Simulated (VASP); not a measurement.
Band structure of W (bcc). Computed with revTPSS meta-GGA, VASP's PBE PAW potentials (set 64) (plane waves; VASP).

Unless said otherwise, spin-orbit coupling is left out, though it shifts the bands of the heavy elements here.

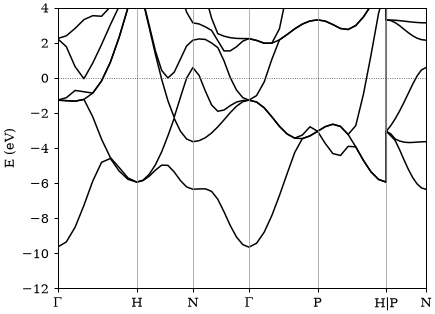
Fig. 1. Bands along high-symmetry lines, zero at the valence-band maximum or, without a gap, the Fermi level

**Question.** Read the plot: is there a gap, and where are the band edges?

**Answer.** It has no gap at this level: it comes out as a metal or semimetal.

The compound is W in the bcc structure. It was relaxed first.
